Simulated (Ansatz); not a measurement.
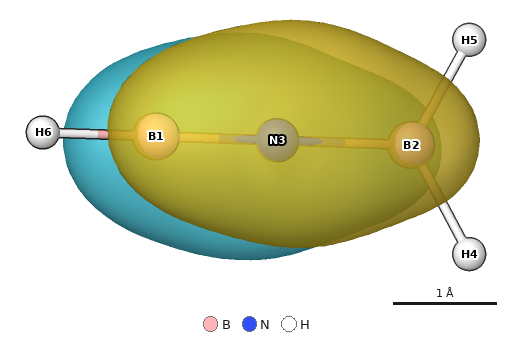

The picture shows: B₂H₃N. The HOMO−1 at ±0.1 Å⁻³ᐟ² (yellow and cyan are the two phases), seen at a tilt.

Geometry: r2SCAN-D4/def2-SVP.

All numbers below come from isolated molecule in a Gaussian basis; Kohn-Sham density functional theory, functional PBE0 in Ansatz 0.2.0.

Input file:

```
crystal:
  periodic: [false, false, false]
  atoms:
    - symbol: B
      position_ang: [-1.869475, -0.342065, 0.819488]
    - symbol: B
      position_ang: [-0.024845, -0.302106, -1.098160]
    - symbol: "N"
      position_ang: [-0.995963, -0.323266, -0.088624]
    - symbol: H
      position_ang: [-0.323002, 0.058943, -2.215364]
    - symbol: H
      position_ang: [1.110468, -0.644864, -0.851218]
    - symbol: H
      position_ang: [-2.687432, -0.359463, 1.670000]
basis:
  gaussian:
    orbitals: def2-TZVPD
hamiltonian:
  xc: pbe0
output: {forces: true, orbitals: {seedname: orbitals}}
```

Run with:

```sh
ansatz run input.yaml --threads 1 --pin off --max-ram 2610MiB --events-out events.jsonl --progress --plain --runs-dir runs
```

> What is the character of this orbital?

By Hirshfeld shares it lies mainly on N3 (about 60 %), B1 (about 25 %) and B2 (about 15 %); it changes sign across the molecular plane (π type); π-bonding across B1–N3. Its energy is −9.54 eV.
